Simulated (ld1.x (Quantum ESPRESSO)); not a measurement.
**Ge: generating and testing an ultrasoft potential**

Aim: build the potential from the settings below, then test how well it stands in for the atom: other configurations, scattering, ghost states and the plane-wave cutoff that it needs.

The numbers are computed with ld1.x (Quantum ESPRESSO) 7.5 (PBE, scalar-relativistic, spin-unpolarised reference atom).

## (1) Starting point

Typed settings, in words:

| Item | Value |
| --- | --- |
| element | germanium (Ge, Z = 32) |
| type | ultrasoft |
| frozen core | [Ar] 3d10 |
| valence charge | 4 |
| reference configuration | 4s2 4p0 (charge +2) |
| partial waves | 4s (bound): rcut 1.40, rcutus 1.50 bohr; 4s channel at 0.05 Ry: rcut 1.40, rcutus 1.50 bohr; 4p (bound, empty): rcut 1.50, rcutus 1.80 bohr; 4p channel at 2 Ry: rcut 1.50, rcutus 1.80 bohr; 4d channel at 0.2 Ry: rcut 1.20, rcutus 1.45 bohr |
| local potential | all-electron potential smoothed inside 1.15 bohr (lloc = -1) |
| core correction | not asked for |
| augmentation charge | built from norm-conserving waves at rcut, not smoothed further |

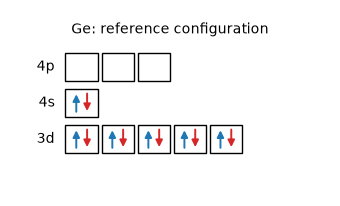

The outer shells as boxes. The arrows follow Hund's rule for the drawing; the calculation itself is spin-unpolarised.

## (2) Generating the potential

Input file Ge.in:

```
 &input
   title='Ge', zed=32., rel=1, dft='PBE', iswitch=3,
   config='[Ar] 3d10 4s2 4p0 4d-2',
   nld=3, rlderiv=1.95, eminld=-4.0, emaxld=5.0, deld=0.02
 /
 &inputp
   pseudotype=3, tm=.true., lloc=-1, rcloc=1.15,
   nlcc=.false.,
   file_pseudopw='Ge.UPF', file_wfcaegen='ae.wfc', file_wfcncgen='nc.wfc', file_beta='beta', file_chi='chi', file_wfcusgen='us.wfc'
 /
5
4S  1  0   2.00   0.00  1.40  1.50  0.0
4S  1  0   0.00   0.05  1.40  1.50  0.0
4P  2  1   0.00   0.00  1.50  1.80  0.0
4P  2  1   0.00   2.00  1.50  1.80  0.0
4D  3  2  -2.00   0.20  1.20  1.45  0.0
 &test
   configts(1)='4s2 4p0'
 /
```

Launch:

```
$ ld1.x < Ge.in > Ge.out
```

Output in Ge.out (without the banner and most projector matrices):

```text
     Program LD1 v.7.5

     !!!!!!!!!!!!!!!!!!! WARNING !!!!!!!!!!!!!!!!!!!!!!!
     Message from routine ld1_readin:
     US requires at least two energies per channel 4D
     !!!!!!!!!!!!!!!!!!!!!!!!!!!!!!!!!!!!!!!!!!!!!!!!!!!
     --------------------------- All-electron run ----------------------------

     Ge
     scalar relativistic calculation

     atomic number is 32.00
     dft =PBE   lsd =0 sic =0 latt =0  beta=0.20 tr2=1.0E-14
     Exchange-correlation= PBE
                           (   1   4   3   4   0   0   0)
     mesh =1207 r(mesh) = 100.41023 a.u. xmin = -7.00 dx = 0.01250
     1 Ry =  13.60569312 eV, c = 137.03599908

     n l     nl                  e(Ry)          e(Ha)          e(eV)
     1 0     1S 1( 2.00)      -807.1191      -403.5596    -10981.4155
     2 0     2S 1( 2.00)      -102.2947       -51.1473     -1391.7899
     2 1     2P 1( 6.00)       -89.5755       -44.7878     -1218.7370
     3 0     3S 1( 2.00)       -13.8503        -6.9251      -188.4427
     3 1     3P 1( 6.00)        -9.9644        -4.9822      -135.5722
     3 2     3D 1(10.00)        -3.6157        -1.8078       -49.1941
     4 0     4S 1( 2.00)        -2.1498        -1.0749       -29.2490
     4 1     4P 1( 0.00)        -1.4557        -0.7279       -19.8060

     final scf error:  5.6E-15 reached in  37 iterations

     Etot =   -4195.988126 Ry,   -2097.994063 Ha,  -57089.326796 eV

     Ekin =    4272.100700 Ry,    2136.050350 Ha,   58124.891112 eV
     Encl =  -10069.298069 Ry,   -5034.649034 Ha, -136999.779490 eV
     Eh   =    1759.247521 Ry,     879.623760 Ha,   23935.781897 eV
     Exc  =    -158.038278 Ry,     -79.019139 Ha,   -2150.220315 eV

     normalization and overlap integrals

     s(1S/1S) =  1.000000  <r> =   0.0470  <r2> =    0.0030  r(max) =   0.0309
     s(2S/2S) =  1.000000  <r> =   0.2100  <r2> =    0.0520  r(max) =   0.1754
     s(2P/2P) =  1.000000  <r> =   0.1837  <r2> =    0.0414  r(max) =   0.1418
     s(3S/3S) =  1.000000  <r> =   0.6242  <r2> =    0.4494  r(max) =   0.5402
     s(3P/3P) =  1.000000  <r> =   0.6469  <r2> =    0.4926  r(max) =   0.5402
     s(3D/3D) =  1.000000  <r> =   0.7316  <r2> =    0.6832  r(max) =   0.5012
     s(4S/4S) =  1.000000  <r> =   1.9415  <r2> =    4.2902  r(max) =   1.6641
     s(4P/4P) =  1.000000  <r> =   2.3327  <r2> =    6.2352  r(max) =   1.9823

     ------------------------ End of All-electron run ------------------------

     --------------------- Generating US pseudopotential ---------------------

      Generating local potential from pseudized AE potential:
      Matching radius rcloc =   1.1500

      Local pseudo, rcloc= 1.144 Estimated cut-off energy=    18.15 Ry

      Wfc   4S  rcut= 1.397  Using Troullier-Martins method
      Wfc-us  4S rcutus= 1.506  Estimated cut-off energy=    18.77 Ry

      Wfc   4S  rcut= 1.397  Using Troullier-Martins method
      Wfc-us  4S rcutus= 1.506  Estimated cut-off energy=    21.80 Ry

      Wfc   4P  rcut= 1.506  Using Troullier-Martins method
      Wfc-us  4P rcutus= 1.794  Estimated cut-off energy=    22.79 Ry

      Wfc   4P  rcut= 1.506  Using Troullier-Martins method
      Wfc-us  4P rcutus= 1.794  Estimated cut-off energy=    30.19 Ry

      Wfc   4D  rcut= 1.202  Using Troullier-Martins method
      Wfc-us  4D rcutus= 1.432  Estimated cut-off energy=    48.63 Ry

     ------------------- End of pseudopotential generation -------------------

     [... the all-electron block is printed once more ...]


     Computing logarithmic derivative in   1.94553
     Computing logarithmic derivative in   1.94553
     Computing the partial wave expansion
     R is outside the sphere for l=    0 j= 0.00
     R is outside the sphere for l=    0 j= 0.00
     R is outside the sphere for l=    1 j= 0.00
     R is outside the sphere for l=    1 j= 0.00
     R is outside the sphere for l=    2 j= 0.00

     ---------------------- Testing the pseudopotential ----------------------

     Ge
     scalar relativistic calculation

     atomic number is 32.00   valence charge is  4.00
     dft =PBE   lsd =0 sic =0 latt =0  beta=0.20 tr2=1.0E-14
     mesh =1207 r(mesh) = 100.41023 xmin = -7.00 dx = 0.01250

     n l     nl             e AE (Ry)        e PS (Ry)    De AE-PS (Ry)
     1 0     4S   1( 2.00)       -2.14976       -2.14977        0.00001
     2 1     4P   1( 0.00)       -1.45571       -1.45571        0.00000

     eps = 1.2E-16  iter =  3

     Etot =   -4195.988126 Ry,   -2097.994063 Ha,  -57089.326796 eV
     Etotps =    -5.858282 Ry,      -2.929141 Ha,     -79.705992 eV

     Ekin =       1.424750 Ry,       0.712375 Ha,      19.384713 eV
     Encl =     -10.186181 Ry,      -5.093091 Ha,    -138.590056 eV
     Ehrt =       1.849914 Ry,       0.924957 Ha,      25.169356 eV
     Ecxc =      -1.020247 Ry,      -0.510124 Ha,     -13.881173 eV
     Epseu=       2.073483 Ry,       1.036741 Ha,      28.211169 eV

     ---------------------- End of pseudopotential test ----------------------
```

Wall time 1.9 s (1 thread, shared host). This counts the later configuration tests of the new file too.

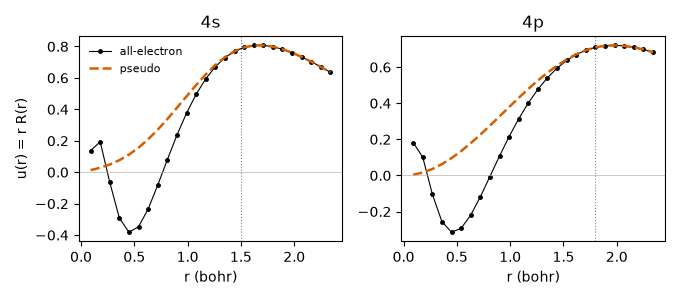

Bound waves of the atom and their pseudo partners (4s, 4p), with the matching radii dotted. The curves join 26 sampled radii, too few to resolve the innermost nodes.

## (3) Testing the new file in other configurations

Input file Ge.test.in:

```
 &input
   title='Ge', zed=32., rel=1, dft='PBE', iswitch=2,
   config='[Ar] 3d10 4s2 4p0 4d-2'
 /
 &test
   file_pseudo='Ge.UPF', nconf=8,
   configts(1)='4s2 4p0',
   configts(2)='4s2 4p2',
   configts(3)='4s2 4p1',
   configts(4)='4s1 4p0',
   configts(5)='4s1 4p3',
   configts(6)='4s0 4p4',
   configts(7)='4s2 4p2.3',
   configts(8)='4s1 4p2'
 /
```

Launch:

```
$ ld1.x < Ge.test.in > Ge.test.out
```

Ge.test.out, the pseudopotential blocks:

```text
     ---------------------- Testing the pseudopotential ----------------------

     Ge
     scalar relativistic calculation

     atomic number is 32.00   valence charge is  4.00
     dft =PBE   lsd =0 sic =0 latt =0  beta=0.20 tr2=1.0E-14
     mesh =1207 r(mesh) = 100.41023 xmin = -7.00 dx = 0.01250

     n l     nl             e AE (Ry)        e PS (Ry)    De AE-PS (Ry)
     1 0     4S   1( 2.00)       -2.14976       -2.14977        0.00001
     2 1     4P   1( 0.00)       -1.45571       -1.45571        0.00000

     eps = 1.2E-16  iter =  3

     Etot =   -4195.988126 Ry,   -2097.994063 Ha,  -57089.326796 eV
     Etotps =    -5.858282 Ry,      -2.929141 Ha,     -79.705992 eV

     Ekin =       1.424750 Ry,       0.712375 Ha,      19.384713 eV
     Encl =     -10.186181 Ry,      -5.093091 Ha,    -138.590056 eV
     Ehrt =       1.849914 Ry,       0.924957 Ha,      25.169356 eV
     Ecxc =      -1.020247 Ry,      -0.510124 Ha,     -13.881173 eV
     Epseu=       2.073483 Ry,       1.036741 Ha,      28.211169 eV

     ---------------------- End of pseudopotential test ----------------------

     ---------------------- Testing the pseudopotential ----------------------

     Ge
     scalar relativistic calculation

     atomic number is 32.00   valence charge is  4.00
     dft =PBE   lsd =0 sic =0 latt =0  beta=0.20 tr2=1.0E-14
     mesh =1207 r(mesh) = 100.41023 xmin = -7.00 dx = 0.01250

     n l     nl             e AE (Ry)        e PS (Ry)    De AE-PS (Ry)
     1 0     4S   1( 2.00)       -0.86222       -0.86235        0.00013
     2 1     4P   1( 2.00)       -0.28630       -0.28864        0.00234

     eps = 1.9E-16  iter =  8

     Etot =   -4197.669992 Ry,   -2098.834996 Ha,  -57112.209742 eV
     Etotps =    -7.544789 Ry,      -3.772395 Ha,    -102.652085 eV
     dEtot_ae =      -1.681865 Ry
     dEtot_ps =      -1.686507 Ry,   Delta E=       0.004641 Ry

     Ekin =       2.629916 Ry,       1.314958 Ha,      35.781830 eV
     Encl =     -16.328135 Ry,      -8.164067 Ha,    -222.155588 eV
     Ehrt =       5.811421 Ry,       2.905711 Ha,      79.068412 eV
     Ecxc =      -1.955878 Ry,      -0.977939 Ha,     -26.611080 eV
     Epseu=       2.297887 Ry,       1.148943 Ha,      31.264340 eV

     ---------------------- End of pseudopotential test ----------------------

     ---------------------- Testing the pseudopotential ----------------------

     Ge
     scalar relativistic calculation

     atomic number is 32.00   valence charge is  4.00
     dft =PBE   lsd =0 sic =0 latt =0  beta=0.20 tr2=1.0E-14
     mesh =1207 r(mesh) = 100.41023 xmin = -7.00 dx = 0.01250

     n l     nl             e AE (Ry)        e PS (Ry)    De AE-PS (Ry)
     1 0     4S   1( 2.00)       -1.45956       -1.46065        0.00109
     2 1     4P   1( 1.00)       -0.82628       -0.82890        0.00262

     eps = 1.2E-15  iter =  8

     Etot =   -4197.122869 Ry,   -2098.561434 Ha,  -57104.765750 eV
     Etotps =    -6.995019 Ry,      -3.497510 Ha,     -95.172082 eV
     dEtot_ae =      -1.134742 Ry
     dEtot_ps =      -1.136737 Ry,   Delta E=       0.001995 Ry

     Ekin =       2.191138 Ry,       1.095569 Ha,      29.811958 eV
     Encl =     -13.600689 Ry,      -6.800344 Ha,    -185.046800 eV
     Ehrt =       3.682985 Ry,       1.841492 Ha,      50.109559 eV
     Ecxc =      -1.519023 Ry,      -0.759511 Ha,     -20.667355 eV
     Epseu=       2.250569 Ry,       1.125285 Ha,      30.620556 eV

     ---------------------- End of pseudopotential test ----------------------

     ---------------------- Testing the pseudopotential ----------------------

     Ge
     scalar relativistic calculation

     atomic number is 32.00   valence charge is  4.00
     dft =PBE   lsd =0 sic =0 latt =0  beta=0.20 tr2=1.0E-14
     mesh =1207 r(mesh) = 100.41023 xmin = -7.00 dx = 0.01250

     n l     nl             e AE (Ry)        e PS (Ry)    De AE-PS (Ry)
     1 0     4S   1( 1.00)       -2.97339       -2.94916       -0.02424  !
     2 1     4P   1( 0.00)       -2.20993       -2.19033       -0.01960  !

     eps = 2.3E-15  iter =  9

     Etot =   -4193.431031 Ry,   -2096.715516 Ha,  -57054.535744 eV
     Etotps =    -3.309091 Ry,      -1.654545 Ha,     -45.022474 eV
     dEtot_ae =       2.557095 Ry
     dEtot_ps =       2.549192 Ry,   Delta E=       0.007904 Ry

     Ekin =       0.793049 Ry,       0.396524 Ha,      10.789979 eV
     Encl =      -5.326437 Ry,      -2.663218 Ha,     -72.469863 eV
     Ehrt =       0.483202 Ry,       0.241601 Ha,       6.574295 eV
     Ecxc =      -0.438219 Ry,      -0.219109 Ha,      -5.962268 eV
     Epseu=       1.179314 Ry,       0.589657 Ha,      16.045383 eV

     ---------------------- End of pseudopotential test ----------------------

     ---------------------- Testing the pseudopotential ----------------------

     Ge
     scalar relativistic calculation

     atomic number is 32.00   valence charge is  4.00
     dft =PBE   lsd =0 sic =0 latt =0  beta=0.20 tr2=1.0E-14
     mesh =1207 r(mesh) = 100.41023 xmin = -7.00 dx = 0.01250

     n l     nl             e AE (Ry)        e PS (Ry)    De AE-PS (Ry)
     1 0     4S   1( 1.00)       -0.93246       -0.93061       -0.00185
     2 1     4P   1( 3.00)       -0.33685       -0.33940        0.00255

     eps = 2.5E-15  iter = 10

     Etot =   -4197.084042 Ry,   -2098.542021 Ha,  -57104.237489 eV
     Etotps =    -6.962007 Ry,      -3.481004 Ha,     -94.722936 eV
     dEtot_ae =      -1.095916 Ry
     dEtot_ps =      -1.103725 Ry,   Delta E=       0.007809 Ry

     Ekin =       2.955765 Ry,       1.477883 Ha,      40.215235 eV
     Encl =     -15.483937 Ry,      -7.741968 Ha,    -210.669693 eV
     Ehrt =       5.559366 Ry,       2.779683 Ha,      75.639026 eV
     Ecxc =      -1.875229 Ry,      -0.937615 Ha,     -25.513796 eV
     Epseu=       1.882028 Ry,       0.941014 Ha,      25.606291 eV

     ---------------------- End of pseudopotential test ----------------------

     ---------------------- Testing the pseudopotential ----------------------

     Ge
     scalar relativistic calculation

     atomic number is 32.00   valence charge is  4.00
     dft =PBE   lsd =0 sic =0 latt =0  beta=0.20 tr2=1.0E-14
     mesh =1207 r(mesh) = 100.41023 xmin = -7.00 dx = 0.01250

     n l     nl             e AE (Ry)        e PS (Ry)    De AE-PS (Ry)
     1 0     4S   1( 0.00)       -0.99555       -0.99022       -0.00533  !
     2 1     4P   1( 4.00)       -0.38263       -0.38479        0.00216

     eps = 8.4E-15  iter =  9

     Etot =   -4196.479660 Ry,   -2098.239830 Ha,  -57096.014458 eV
     Etotps =    -6.363394 Ry,      -3.181697 Ha,     -86.578391 eV
     dEtot_ae =      -0.491534 Ry
     dEtot_ps =      -0.505112 Ry,   Delta E=       0.013578 Ry

     Ekin =       3.317902 Ry,       1.658951 Ha,      45.142354 eV
     Encl =     -14.660937 Ry,      -7.330468 Ha,    -199.472209 eV
     Ehrt =       5.353219 Ry,       2.676610 Ha,      72.834261 eV
     Ecxc =      -1.815086 Ry,      -0.907543 Ha,     -24.695499 eV
     Epseu=       1.441507 Ry,       0.720753 Ha,      19.612702 eV

     ---------------------- End of pseudopotential test ----------------------

     ---------------------- Testing the pseudopotential ----------------------

     Ge
     scalar relativistic calculation

     atomic number is 32.00   valence charge is  4.00
     dft =PBE   lsd =0 sic =0 latt =0  beta=0.20 tr2=1.0E-14
     mesh =1207 r(mesh) = 100.41023 xmin = -7.00 dx = 0.01250

     n l     nl             e AE (Ry)        e PS (Ry)    De AE-PS (Ry)
     1 0     4S   1( 2.00)       -0.70960       -0.70927       -0.00032
     2 1     4P   1( 2.30)       -0.14906       -0.15108        0.00202

     eps = 1.9E-15  iter =  8

     Etot =   -4197.734933 Ry,   -2098.867466 Ha,  -57113.093307 eV
     Etotps =    -7.610392 Ry,      -3.805196 Ha,    -103.544658 eV
     dEtot_ae =      -1.746806 Ry
     dEtot_ps =      -1.752110 Ry,   Delta E=       0.005303 Ry

     Ekin =       2.697376 Ry,       1.348688 Ha,      36.699667 eV
     Encl =     -16.984406 Ry,      -8.492203 Ha,    -231.084615 eV
     Ehrt =       6.445295 Ry,       3.222648 Ha,      87.692707 eV
     Ecxc =      -2.063264 Ry,      -1.031632 Ha,     -28.072133 eV
     Epseu=       2.294607 Ry,       1.147303 Ha,      31.219716 eV

     ---------------------- End of pseudopotential test ----------------------

     ---------------------- Testing the pseudopotential ----------------------

     Ge
     scalar relativistic calculation

     atomic number is 32.00   valence charge is  4.00
     dft =PBE   lsd =0 sic =0 latt =0  beta=0.20 tr2=1.0E-14
     mesh =1207 r(mesh) = 100.41023 xmin = -7.00 dx = 0.01250

     n l     nl             e AE (Ry)        e PS (Ry)    De AE-PS (Ry)
     1 0     4S   1( 1.00)       -1.53157       -1.52989       -0.00168
     2 1     4P   1( 2.00)       -0.88375       -0.88672        0.00297

     eps = 2.1E-16  iter =  8

     Etot =   -4196.482228 Ry,   -2098.241114 Ha,  -57096.049396 eV
     Etotps =    -6.357304 Ry,      -3.178652 Ha,     -86.495530 eV
     dEtot_ae =      -0.494102 Ry
     dEtot_ps =      -0.499022 Ry,   Delta E=       0.004920 Ry

     Ekin =       2.546705 Ry,       1.273352 Ha,      34.649684 eV
     Encl =     -12.736486 Ry,      -6.368243 Ha,    -173.288723 eV
     Ehrt =       3.468176 Ry,       1.734088 Ha,      47.186940 eV
     Ecxc =      -1.432939 Ry,      -0.716470 Ha,     -19.496129 eV
     Epseu=       1.797240 Ry,       0.898620 Ha,      24.452698 eV

     ---------------------- End of pseudopotential test ----------------------
```

The tests as a table, with energies relative to 4s2 4p0.

```csv
valence configuration,charge,ΔE all-electron (eV),error AE − PS (meV)
4s2 4p2,0,-22.883,+63
4s2 4p1,+1,-15.439,+27
4s1 4p0,+3,34.791,+108
4s1 4p3,0,-14.911,+106
4s0 4p4,0,-6.688,+185
4s2 4p2.3,-0.3,-23.767,+72
4s1 4p2,+1,-6.723,+67
```

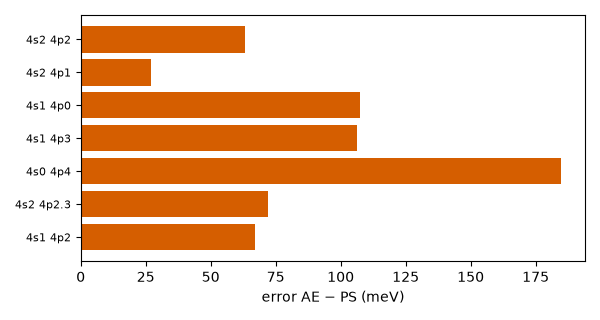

Error of the potential in each test configuration.

## (4) Does it scatter like the atom?

Taken from the files of the generation run. The phase is arctan(r·u′/u) with u = r·R, unwrapped, with energies in Ry. A pole is an energy at which the radial function vanishes at the test radius. The pseudo phase is shifted by a multiple of π to meet the all-electron one at the reference energy. Levels narrower than the energy grid can be missing from the poles. The last column is the largest difference on the grid between −1 and +1 Ry.

| channel | radius (bohr) | reference (Ry) | poles AE | poles PS | window around the reference with phases within 0.05 rad (Ry) | largest difference near zero (rad) |
| --- | --- | --- | --- | --- | --- | --- |
| s | 1.95 | -2.15 | 1.00 | 1.01 | the whole range | 0.000 |
| p | 1.95 | -1.46 | 2.60 | 2.61 | the whole range | 0.001 |
| d | 1.95 | 0.20 | -3.49 | 1.64 | -1.8 to 0.6 | 0.134 |

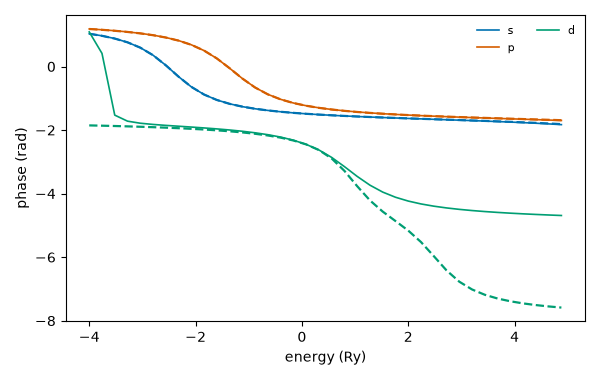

Phases by channel: all-electron solid, pseudo dashed.

## (5) Plane-wave convergence, by spherical Bessel functions

A separate test, outside the generator: the pseudo-atom's Hamiltonian at the reference potential is diagonalised in spherical Bessel functions j_l(qr) that vanish at 20 bohr, with q² up to the cutoff.

All-electron valence levels (Ry): 4s -2.1498, 4p -1.4557. The lowest levels of each channel (Ry) by cutoff; the last column sums, over occupied levels, occupation times the distance from the level at 400 Ry. A positive value at high cutoff is not a bound level.

```csv
cutoff (Ry),s #1,s #2,p #1,d #1,f #1,Σ f·Δε (mRy)
8,-2.1404,-0.7158,-1.4551,-0.6249,-0.2872,18.7
10,-2.1454,-0.7166,-1.4552,-0.6307,-0.2874,8.7
12,-2.1478,-0.7168,-1.4553,-0.6373,-0.2875,3.9
15,-2.1485,-0.7169,-1.4557,-0.6438,-0.2876,2.5
18,-4.8620,-2.1485,-1.4557,-0.6518,-0.2876,2.6
25,-15.8757,-2.1488,-1.4558,-0.6585,-0.2877,2.0
30,-19.9991,-2.1492,-1.4558,-0.6612,-0.2877,1.1
35,-21.5299,-2.1496,-1.4558,-0.6624,-0.2877,0.4
40,-21.9731,-2.1497,-1.4558,-0.6629,-0.2877,0.1
45,-22.0563,-2.1497,-1.4558,-0.6630,-0.2877,0.1
400,-22.1389,-2.1498,-1.4558,-0.6630,-0.2877,0.0
```

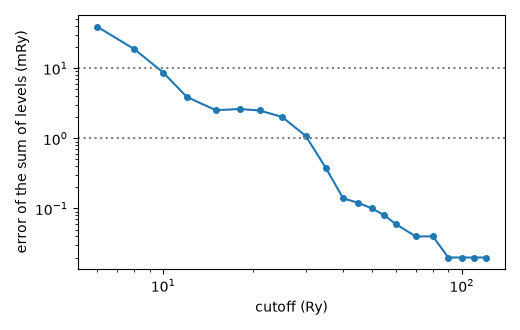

Occupation-weighted error of the valence levels against the cutoff; the dotted lines mark 10 and 1 mRy.

The sum stays within 10 mRy from 10 Ry and within 1 mRy from 35 Ry. The sum leaves out empty levels, which can need more. Ghost test: ghost state, bound below the all-electron valence or empty levels of the same l: s at -301.2 eV.

## (6) Outcome

```
                                                quantity                  value
               cutoffs for 10 and 1 mRy, occupied levels        10 Ry and 35 Ry
                                            bound ghosts        s at -301.21 eV
                            largest test error (AE − PS)  +185 meV, for 4s0 4p4
largest phase difference near zero energy, channels read              0.134 rad
         lowest eigenvalue of the overlap (Bessel basis)              0.094 (s)
```

In words: A bound ghost (s) makes it unfit for use: electrons can fall into a state that the atom doesn't have. The worst unpolarised test, 4s0 4p4, is off by 185 meV on 6.7 eV; by total energies transferability rates as poor. It counts as soft on the atom at that tolerance, with 10 Ry needed at the looser tolerance. The tighter tolerance needs 35 Ry, and converged work needs a cutoff nearer that. Of the channels read, d scatters worst near zero energy, by up to 0.13 rad.
